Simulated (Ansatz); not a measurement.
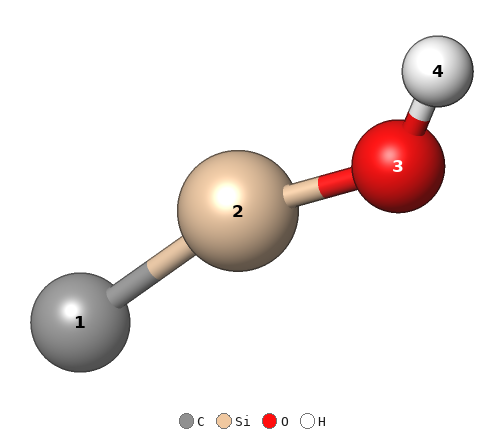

Numbered structure. State: charge +1, singlet. Computed geometry: PBE0-D4/def2-TZVP optimisation. No frequency run is at hand to confirm it as a minimum.

Give the bond lengths.

```csv
bond,length (Å)
C1–Si2,1.859
Si2–O3,1.561
O3–H4,0.969
```
